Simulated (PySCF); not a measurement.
C₅H₄F₂N (SMILES FC(F)c1ccc[n-]1) (charge −1)

The calculation's input:

```
{"job": {"kind": "nmr", "xc": "PBE0", "basis": "pcSseg-1"}, "charge": -1, "multiplicity": 1}
F     -2.515428     0.505498     1.129836
C     -1.765352    -0.494747     0.521203
F     -2.474334    -0.709001    -0.655675
C     -0.350319    -0.170059     0.332812
C      0.235221     0.881079    -0.368270
C      1.611233     0.704326    -0.217627
C      1.761564    -0.435822     0.559789
N      0.584636    -0.977068     0.901451
H     -1.892134    -1.399838     1.133311
H     -0.277758     1.661122    -0.909515
H      2.397754     1.326227    -0.621958
H      2.686118    -0.892403     0.889264
```

Run with:

```sh
OMP_NUM_THREADS=1 python probes_run.py task.json out
```

Geometry: GFN2-xTB.

The calculation used PySCF, PBE0/pcSseg-1, SCF density, gas phase, non-relativistic.

Q: Predict the electron density and electron localisation function between the atoms.

A: C–N (1.34 Å): ρ at the midpoint is about 2.4 e/Å³; the ELF peaks at about 0.90 between the atoms: localised, covalent bonding.
C–C (1.39 Å): ρ is about 2.1 e/Å³ halfway; the ELF peaks at about 0.95 between the atoms, as expected for a covalent bond.
C–H (1.08 Å): the density is about 2 e/Å³ at the midpoint; the ELF climbs to about 1 towards the hydrogen, as it does in any bond to H: an ordinary covalent bond to hydrogen.
C–C (1.46 Å): ρ at the midpoint is about 1.9 e/Å³; the ELF peaks at about 0.95 between the atoms (localised, covalent bonding).

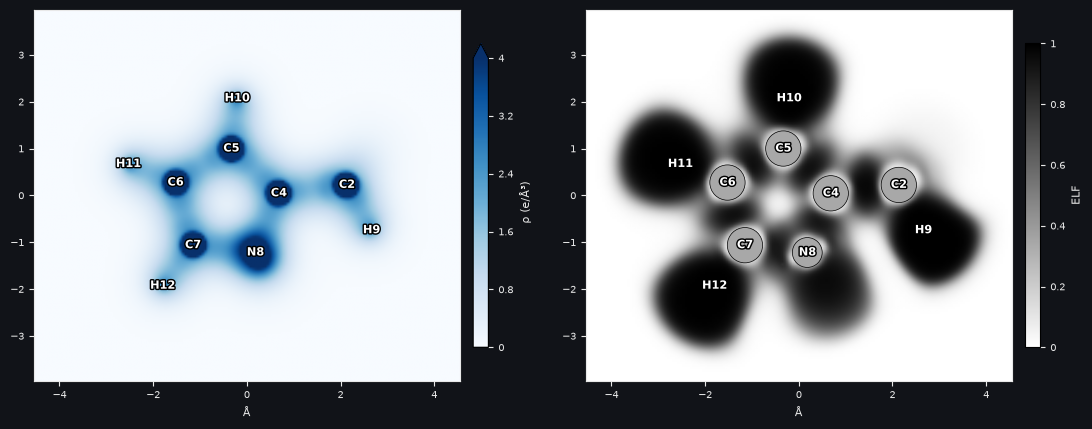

Computed electron density and electron localisation function on the plane of atoms C2, C4 and C5, in this order. Grey discs cover the atomic cores in the ELF map. 
